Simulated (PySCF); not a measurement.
# [InCl4]- (Cl4In, charge −1): electronic structure

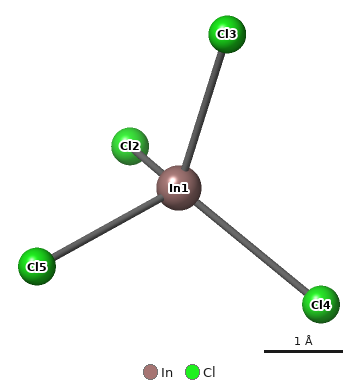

The molecule, with its atoms numbered as below. No frequency check shows the geometry to be a minimum.

Coordinates in Å:

```
In1      0.0000   -0.0004    0.0006
Cl2      0.4355    1.3624   -1.8749
Cl3     -0.4356    1.3610    1.8751
Cl4      1.8758   -1.3613    0.4344
Cl5     -1.8758   -1.3610   -0.4364
```

## 1. Bonding charge

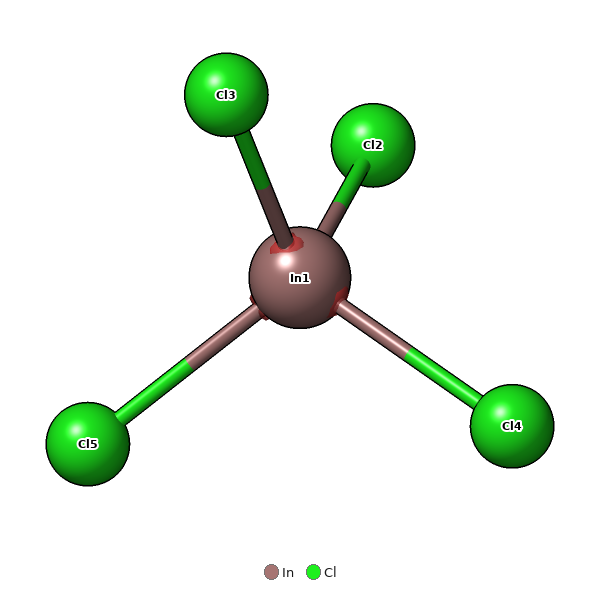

Deformation density (molecule less spherical, spin-averaged free atoms at the same positions), surfaces at ±0.15 e/Å³; red: gain, blue: loss.

Method: B3LYP/def2-SVPD; geometry: GFN2-xTB; program: PySCF. Core potentials replace the inner electrons of In; spin–orbit coupling isn't included.

**How much density has each bond gained at its critical point, relative to the free atoms?**

In1–Cl3, In1–Cl4, In1–Cl5 and In1–Cl2: 0.00 e/Å³ at the bond critical point (bond length 2.36 Å). In all, 1.7 electrons gather in the regions of gain relative to the promolecule of neutral atoms (this includes the anion's extra charge). A small or negative value marks a very polar bond, one between electron-rich atoms, whose free-atom densities already overlap strongly, a long bond to a heavier atom, or a closed-shell contact such as a hydrogen bond.

**Where do the Hirshfeld charges lie?**

The highest Hirshfeld charge is on In1 (+0.41 e), the lowest on Cl2, Cl3, Cl4 and Cl5 (−0.35 e).

| atom | charge (e) |
| --- | --- |
| In1 | +0.41 |
| Cl2 | −0.35 |
| Cl3 | −0.35 |
| Cl4 | −0.35 |
| Cl5 | −0.35 |

## 2. Local ionisation energy

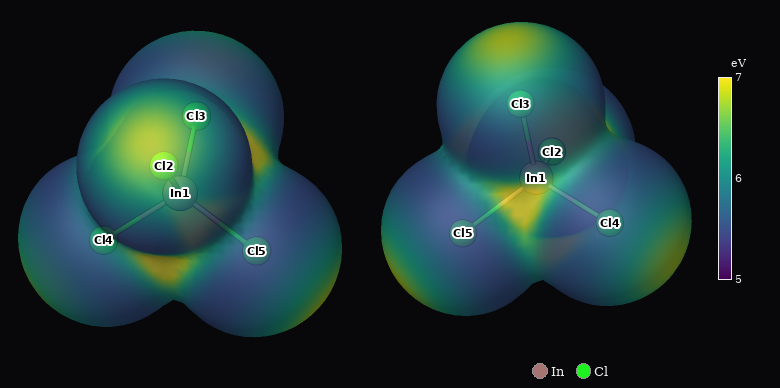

Average local ionisation energy on the surface of electron density 0.001 a.u. (back view left, front view right).

**Locate the minima of the map.**

The lowest value is 5.5 eV, 2.2 Å from Cl2, and at like points elsewhere. For comparison, the highest occupied orbital lies at −4.5 eV.

## 3. In an electric field

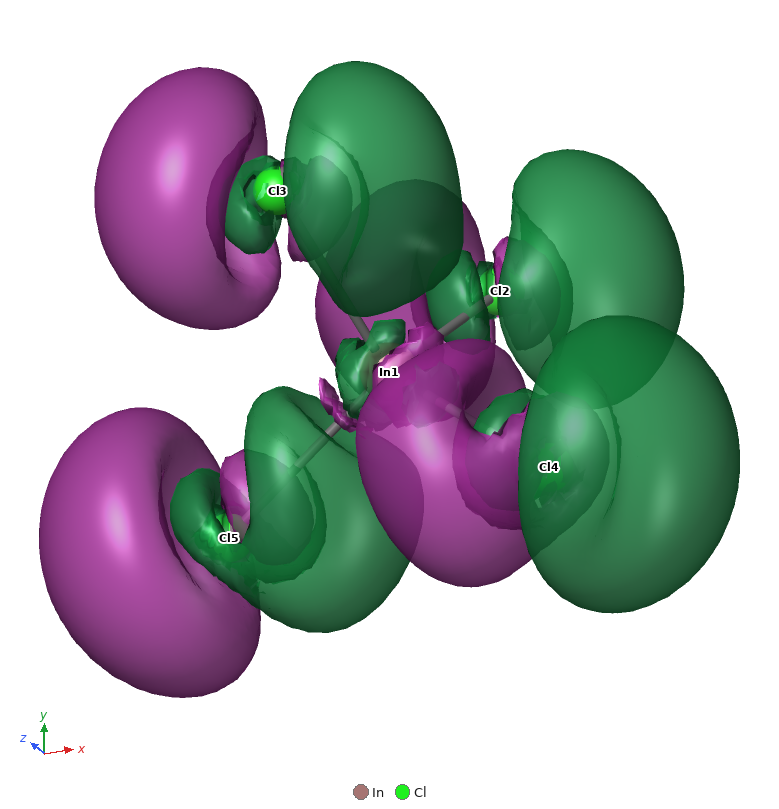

Change of the electron density in a uniform field of 0.10 V/Å, surfaces at ±0.0005 e/Å³ (green: gain, purple: loss).

Computed with PySCF, PBE/def2-SVPD, geometry: GFN2-xTB. Core potentials replace the inner electrons of In; spin–orbit coupling isn't included. For an anion such functionals hold the outermost electrons too loosely, so the response is rough.

**Along which Cartesian direction does the field point?**

Along −x: electrons gather on the +x side, against the field.

**How large is the response?**

The induced dipole is 0.55 D (along the field); α along this axis, from the fields in both directions, is 108 bohr³ (16.0 Å³).

**Which atoms gain and lose the most charge?**

Electrons gather most on Cl4 (Hirshfeld charge changes by −0.011 e) and leave Cl5 most (+0.011 e); 0.041 electrons are displaced in all.
